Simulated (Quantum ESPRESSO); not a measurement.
# HfN(001), 4 layers against a metal electrode: a series in the charge of the slab, part 3 of 4

Wanted: a table for HfN(001), 4 layers against a metal electrode against the charge of the slab, and what can be fitted to it.

Quantum ESPRESSO 7.5; plane-wave DFT, PBE, GBRV ultrasoft pseudopotentials.

So far. Step 2 (Variable-cell relaxation of the reference):  The last row is no step: it is a fresh SCF in the final cell with a new plane-wave basis, +0 meV from the row before. Step 3 (Relaxing the ions of the reference): The relaxation lowers the energy by 27 meV an atom.

## 4. Ground state, 0 ×10¹³ e/cm²

A run under open boundaries on these atoms gives the vacuum levels.

m2.esm.in

```
&control
  prefix = 'm2.esm'
  outdir = './out'
  pseudo_dir = './pseudo'
  calculation = 'scf'
  tprnfor = .true.
/
&system
  ibrav = 0
  nat = 8
  ntyp = 2
  ecutwfc = 40
  ecutrho = 200
  occupations = 'smearing'
  smearing = 'mv'
  degauss = 0.02
  assume_isolated = 'esm'
  esm_bc = 'bc3'
  tot_charge = 0.0
/
&electrons
  conv_thr = 1e-08
  mixing_beta = 0.25
  electron_maxstep = 160
  mixing_mode = 'local-TF'
  mixing_ndim = 12
/
ATOMIC_SPECIES
  Hf  178.4900  hf_pbe_v1.uspp.F.UPF
  N   14.0070  n_pbe_v1.2.uspp.F.UPF
CELL_PARAMETERS angstrom
  3.21153019400000 0.00000000000000 0.00000000000000
  0.00000000000000 3.21153019400000 0.00000000000000
  0.00000000000000 0.00000000000000 21.84184125969383
ATOMIC_POSITIONS crystal
  Hf  0.000000000000 0.000000000000 -0.082564532630
  N   0.500000000000 0.500000000000 -0.089100828730
  Hf  0.500000000000 0.500000000000 0.018530022070
  N   0.000000000000 0.000000000000 0.014582079370
  Hf  0.000000000000 0.000000000000 0.118821035670
  N   0.500000000000 0.500000000000 0.122768978370
  Hf  0.500000000000 0.500000000000 0.219915590370
  N   0.000000000000 0.000000000000 0.226451886470
K_POINTS automatic
  8 8 1 0 0 0
```

Command:

```bash
OMP_NUM_THREADS=1 mpirun -n 4 pw.x -nk 4 -in m2.esm.in > m2.esm.out
```

Log:

```text
[banner, memory and clock lines left out]
Program PWSCF v.7.5 starts
[citation notice left out]

[...]
Message from routine setup:
[...]
bravais-lattice index     =            0
     lattice parameter (alat)  =       6.0689  a.u.
     unit-cell volume          =    1520.2320 (a.u.)^3
     number of atoms/cell      =            8
     number of atomic types    =            2
     number of electrons       =        68.00
     number of Kohn-Sham states=           41
     kinetic-energy cutoff     =      40.0000  Ry
     charge density cutoff     =     200.0000  Ry
     scf convergence threshold =      1.0E-08
     mixing beta               =       0.2500
     number of iterations used =           12  local-TF  mixing
     Exchange-correlation= SLA  PW   PBE  PBE
                           (   1   4   3   4   0   0   0)

     Effective Screening Medium Method
     Boundary Conditions: Vacuum-Slab-Metal
     total charge in unit cell        =   0.0000
     grid points for fit at edges     =        4

[...]
PseudoPot. # 1 for Hf read from file:
     ./pseudo/hf_pbe_v1.uspp.F.UPF
     Pseudo is Ultrasoft + core correction, Zval = 12.0
     Generated by new atomic code, or converted to UPF format
     Using radial grid of  921 points,  8 beta functions with:
                l(1) =   0
                l(2) =   0
                l(3) =   0
                l(4) =   1
                l(5) =   1
                l(6) =   2
                l(7) =   2
                l(8) =   3
     Q(r) pseudized with  6 coefficients,  rinner =    1.200   1.200   1.200
                                                       1.200   1.200   1.200
                                                       1.200

     PseudoPot. # 2 for N  read from file:
     ./pseudo/n_pbe_v1.2.uspp.F.UPF
     Pseudo is Ultrasoft + core correction, Zval =  5.0
     Generated by new atomic code, or converted to UPF format
     Using radial grid of  729 points,  4 beta functions with:
                l(1) =   0
                l(2) =   0
                l(3) =   1
                l(4) =   1
     Q(r) pseudized with  8 coefficients,  rinner =    0.900   0.900   0.900

     atomic species   valence    mass     pseudopotential
     Hf               12.00   178.49000     Hf( 1.00)
     N                 5.00    14.00700     N ( 1.00)

      8 Sym. Ops. (no inversion) found

[...]
number of k points=    15  Marzari-Vanderbilt smearing, width (Ry)=  0.0200
[...]
Dense  grid:    72785 G-vectors     FFT dimensions: (  27,  27, 192)

     Smooth grid:    51999 G-vectors     FFT dimensions: (  25,  25, 180)

     Check: negative core charge=   -0.000018

     Initial potential from superposition of free atoms

     starting charge      60.0000, renormalised to      68.0000

     negative rho (up, down):  4.961E-01 0.000E+00
     Starting wfcs are   68 randomized atomic wfcs

     per-process dynamical memory:    85.0 Mb

     Self-consistent Calculation

     iteration #  1     ecut=    40.00 Ry     beta= 0.25
     Davidson diagonalization with overlap
     ethr =  1.00E-02,  avg # of iterations =  7.6

     negative rho (up, down):  4.920E-01 0.000E+00

     total energy              =    -719.10961998 Ry
     estimated scf accuracy    <       7.56569383 Ry

     iteration #  2     ecut=    40.00 Ry     beta= 0.25
[...]
negative rho (up, down):  4.909E-01 0.000E+00

[...]
total energy              =    -717.67554654 Ry
     estimated scf accuracy    <       5.96066073 Ry

     iteration #  3     ecut=    40.00 Ry     beta= 0.25
[...]
negative rho (up, down):  5.035E-01 0.000E+00

[...]
total energy              =    -716.21887932 Ry
     estimated scf accuracy    <       3.52085697 Ry

     iteration #  4     ecut=    40.00 Ry     beta= 0.25
[...]
negative rho (up, down):  5.247E-01 0.000E+00

[...]
total energy              =    -716.70234578 Ry
     estimated scf accuracy    <       0.39884967 Ry

     iteration #  5     ecut=    40.00 Ry     beta= 0.25
[...]
c_bands:  4 eigenvalues not converged
     c_bands:  1 eigenvalues not converged
     c_bands:  2 eigenvalues not converged
     c_bands:  3 eigenvalues not converged
[...]
negative rho (up, down):  5.240E-01 0.000E+00

[...]
total energy              =    -717.65604216 Ry
     estimated scf accuracy    <       1.43034866 Ry

     iteration #  6     ecut=    40.00 Ry     beta= 0.25
[...]
c_bands:  1 eigenvalues not converged
     c_bands:  3 eigenvalues not converged
     c_bands:  2 eigenvalues not converged
[...]
negative rho (up, down):  5.281E-01 0.000E+00

[...]
total energy              =    -717.59616987 Ry
     estimated scf accuracy    <       2.65987757 Ry

[...]
iteration # 80     ecut=    40.00 Ry     beta= 0.25
[...]
negative rho (up, down):  4.576E-01 0.000E+00

[...]
total energy              =    -717.28835111 Ry
     estimated scf accuracy    <       0.00000003 Ry

     iteration # 81     ecut=    40.00 Ry     beta= 0.25
[...]
negative rho (up, down):  4.576E-01 0.000E+00

[...]
total energy              =    -717.28833564 Ry
     estimated scf accuracy    <       0.00000003 Ry

     iteration # 82     ecut=    40.00 Ry     beta= 0.25
[...]
negative rho (up, down):  4.576E-01 0.000E+00

[...]
total energy              =    -717.28838318 Ry
     estimated scf accuracy    <       0.00000004 Ry

     iteration # 83     ecut=    40.00 Ry     beta= 0.25
[...]
negative rho (up, down):  4.576E-01 0.000E+00

[...]
End of self-consistent calculation

          k = 0.0000 0.0000 0.0000 (  6459 PWs)   bands (ev):

   -65.5700 -65.5697 -65.2433 -65.1962 -34.6164 -34.5831 -34.1511 -34.0875
   -34.0875 -34.0630 -34.0630 -33.8871 -33.8871 -33.7703 -33.7320 -33.7320
   -19.7861 -19.1849 -18.4042 -18.2808  -8.9796  -8.6316  -7.1588  -6.8362
    -6.5850  -6.5850  -6.5841  -6.5841  -6.2124  -5.4340  -5.4340  -5.3303
    -5.3275  -5.3275  -4.1783  -3.1427  -2.7333  -2.4864  -2.4864  -2.0982
    -1.1792

          k = 0.0000 0.1250 0.0000 (  6486 PWs)   bands (ev):

   -65.5671 -65.5669 -65.2389 -65.1954 -34.6000 -34.5909 -34.2497 -34.1560
   -34.0719 -34.0521 -34.0516 -33.9815 -33.8780 -33.7870 -33.7405 -33.7323
   -19.5703 -19.0081 -18.2166 -18.0959  -9.1408  -8.7793  -7.7145  -7.5496
    -7.0727  -7.0439  -7.0170  -6.8412  -6.5279  -6.4137  -5.9619  -5.8913
    -5.0106  -4.2952  -3.4070  -2.6369  -2.6021  -2.4791  -2.3356  -1.7698
    -0.9667

[...]
the Fermi energy is    -2.5997 ev

!    total energy              =    -717.28838796 Ry
     estimated scf accuracy    <          9.5E-09 Ry
     smearing contrib. (-TS)   =      -0.00338571 Ry
     internal energy E=F+TS    =    -717.28500225 Ry

     The total energy is F=E-TS. E is the sum of the following terms:
     one-electron contribution =  -47492.04047469 Ry
     hartree contribution      =   23734.95847265 Ry
     xc contribution           =    -324.96163346 Ry
     ewald contribution        =   23364.75863326 Ry

     convergence has been achieved in  83 iterations

     negative rho (up, down):  4.576E-01 0.000E+00

     Forces acting on atoms (cartesian axes, Ry/au):

     atom    1 type  1   force =     0.00000000    0.00000000   -0.00016436
     atom    2 type  2   force =     0.00000000    0.00000000    0.00044051
     atom    3 type  1   force =     0.00000000    0.00000000   -0.00121774
     atom    4 type  2   force =     0.00000000    0.00000000   -0.00055562
     atom    5 type  1   force =     0.00000000    0.00000000    0.00055755
     atom    6 type  2   force =     0.00000000    0.00000000    0.00037065
     atom    7 type  1   force =     0.00000000    0.00000000   -0.00020829
     atom    8 type  2   force =     0.00000000    0.00000000   -0.00054318

     Total force =     0.001673     Total SCF correction =     0.000536
     SCF correction compared to forces is large: reduce conv_thr to get better values

[...]
```

Wall time 2.7 min (4 MPI ranks of Intel Xeon Platinum 8375C at 2.90GHz (Ice Lake), shared host); peak memory 0.93 GiB; 11 min of CPU time.

Numbers from this step:

* Fermi energy: -2.600 eV
* slope of the potential below: -0.008758 eV/Å
* vacuum line at the lower end of the cell, over the Fermi level: 2.650 eV
* slope of the potential above: 0.004946 eV/Å
* vacuum line at the upper end of the cell, over the Fermi level: 2.601 eV

The potential energy, planar mean oscillates, so the rows of the table below give means over windows of 1 Å about each position, cut where the curve ends. Its maxima inside the range that stand out by 2 % of the span (Å: eV): -0.7: -3.77, 1.5: -3.89, 3.8: -3.80. Its minima: -1.9: -14.9, 0.3: -15.2, 2.7: -15.2, 5.0: -14.9.

Electrostatic potential energy of an electron; zero at the Fermi level. The potential energy, planar mean by z; means over each step:

| z (Å) | potential energy, planar mean (eV) |
| --- | --- |
| -10 | 2.65 |
| -9 | 2.64 |
| -8 | 2.64 |
| -7 | 2.62 |
| -6 | 2.59 |
| -5 | 2.50 |
| -4 | 2.07 |
| -3 | -1.23 |
| -2 | -12.2 |
| -1 | -5.84 |
| 0 | -11.1 |
| 1 | -7.81 |
| 2 | -7.78 |
| 3 | -11.1 |
| 4 | -5.85 |
| 5 | -12.1 |
| 6 | -1.25 |
| 7 | 2.07 |
| 8 | 2.49 |
| 9 | 2.57 |
| 10 | 2.60 |

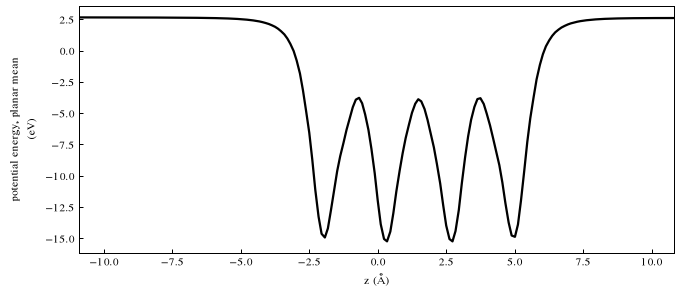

Potential energy, planar mean against z.

Inside the slab this potential holds the local part of the pseudopotentials, which can be repulsive at the nuclei; only its value in the vacuum has a meaning of its own.

## 5. Ground state, 1 ×10¹³ e/cm²

m3.esm.in, as its differences from the input of step 4:

```diff
@@ -1,3 +1,3 @@
 &control
-  prefix = 'm2.esm'
+  prefix = 'm3.esm'
   outdir = './out'
@@ -18,3 +18,3 @@
   esm_bc = 'bc3'
-  tot_charge = 0.0
+  tot_charge = 0.01031
 /
@@ -26,2 +26,3 @@
   mixing_ndim = 12
+  startingpot = 'file'
 /
```

Command:

```bash
cp -r out/m2.esm.save out/m3.esm.save
OMP_NUM_THREADS=1 mpirun -n 4 pw.x -nk 4 -in m3.esm.in > m3.esm.out
```

Log:

```text
[banner, memory and clock lines left out]
Program PWSCF v.7.5 starts
[...]
Message from routine setup:
[...]
number of electrons       =        67.99
     number of Kohn-Sham states=           41
     kinetic-energy cutoff     =      40.0000  Ry
     charge density cutoff     =     200.0000  Ry
[...]
number of k points=    15  Marzari-Vanderbilt smearing, width (Ry)=  0.0200
[...]
Dense  grid:    72785 G-vectors     FFT dimensions: (  27,  27, 192)
[...]
The initial density is read from file :
[...]
negative rho (up, down):  4.575E-01 0.000E+00
     Starting wfcs are   68 randomized atomic wfcs
[...]
negative rho (up, down):  4.576E-01 0.000E+00
[...]
estimated scf accuracy    <       0.23120793 Ry
[...]
negative rho (up, down):  4.577E-01 0.000E+00
[...]
estimated scf accuracy    <       0.12120194 Ry
[...]
negative rho (up, down):  4.576E-01 0.000E+00
[...]
estimated scf accuracy    <       0.00575007 Ry
[...]
negative rho (up, down):  4.576E-01 0.000E+00
[...]
estimated scf accuracy    <       0.00280537 Ry
[...]
negative rho (up, down):  4.576E-01 0.000E+00
[...]
estimated scf accuracy    <       0.00029879 Ry
[...]
negative rho (up, down):  4.576E-01 0.000E+00
[...]
estimated scf accuracy    <       0.00037134 Ry
[...]
negative rho (up, down):  4.575E-01 0.000E+00
[...]
estimated scf accuracy    <       0.00036311 Ry
[...]
negative rho (up, down):  4.574E-01 0.000E+00
[...]
estimated scf accuracy    <       0.00057946 Ry
[...]
negative rho (up, down):  4.576E-01 0.000E+00
[...]
estimated scf accuracy    <       0.00097395 Ry
[...]
negative rho (up, down):  4.577E-01 0.000E+00
[...]
estimated scf accuracy    <       0.00023750 Ry
[...]
negative rho (up, down):  4.576E-01 0.000E+00
[...]
estimated scf accuracy    <       0.00002514 Ry
[...]
negative rho (up, down):  4.576E-01 0.000E+00
[...]
estimated scf accuracy    <       0.00004878 Ry
[...]
negative rho (up, down):  4.576E-01 0.000E+00
[...]
estimated scf accuracy    <       0.00005074 Ry
[...]
negative rho (up, down):  4.576E-01 0.000E+00
[...]
estimated scf accuracy    <       0.00002165 Ry
[...]
negative rho (up, down):  4.577E-01 0.000E+00
[...]
estimated scf accuracy    <       0.00001597 Ry
[...]
negative rho (up, down):  4.576E-01 0.000E+00
[...]
estimated scf accuracy    <       0.00000915 Ry
[...]
negative rho (up, down):  4.576E-01 0.000E+00
[...]
estimated scf accuracy    <       0.00000958 Ry
[...]
negative rho (up, down):  4.576E-01 0.000E+00
[...]
estimated scf accuracy    <       0.00001052 Ry
[...]
negative rho (up, down):  4.576E-01 0.000E+00
[...]
estimated scf accuracy    <       0.00000252 Ry
[...]
negative rho (up, down):  4.576E-01 0.000E+00
[...]
estimated scf accuracy    <       0.00000029 Ry
[...]
negative rho (up, down):  4.576E-01 0.000E+00
[...]
estimated scf accuracy    <       0.00000015 Ry
[...]
negative rho (up, down):  4.576E-01 0.000E+00
[...]
estimated scf accuracy    <       0.00000010 Ry
[...]
negative rho (up, down):  4.576E-01 0.000E+00
[...]
estimated scf accuracy    <       0.00000003 Ry
[...]
negative rho (up, down):  4.576E-01 0.000E+00
[...]
estimated scf accuracy    <       0.00000003 Ry
[...]
negative rho (up, down):  4.576E-01 0.000E+00
[...]
the Fermi energy is    -3.2007 ev
!    total energy              =    -717.28461880 Ry
     estimated scf accuracy    <          8.1E-09 Ry
     smearing contrib. (-TS)   =      -0.00333782 Ry
     internal energy E=F+TS    =    -717.28128098 Ry
[...]
one-electron contribution =  -47489.01359240 Ry
     hartree contribution      =   23731.93345632 Ry
     xc contribution           =    -324.95977817 Ry
     ewald contribution        =   23364.75863326 Ry
     convergence has been achieved in  25 iterations
     negative rho (up, down):  4.576E-01 0.000E+00
[...]
Total force =     0.001821     Total SCF correction =     0.000150
[...]
```

It took 61 s on 4 MPI ranks; peak memory 0.9 GiB; 4.1 min of CPU time.

Numbers from this step:

| Quantity | Value |
| --- | --- |
| Fermi energy | -3.201 eV |
| slope of the potential below | -0.006447 eV/Å |
| vacuum line at the lower end of the cell, over the Fermi level | 2.624 eV |
| slope of the potential above | 0.1830 eV/Å |
| vacuum line at the upper end of the cell, over the Fermi level | 3.201 eV |

Inside the slab this potential holds the local part of the pseudopotentials, which can be repulsive at the nuclei; only its value in the vacuum has a meaning of its own.

(Continued in part 4 of 4.)

[Logs are printed without paths, hosts, clocks, repeated set-up lines and the standing remarks that a program may print on its own settings, such as how far it seeks lower states.]

[Hosts, paths, dates, database ids (printed as entryN), source tags and the programs' standing remarks are cut or masked in the printed files.]

[Maps of the electrostatic potential energy from Ansatz leave out the sawtooth potential of an applied field or a dipole correction, so their vacuum need not be flat; planar profiles and work functions include it.]
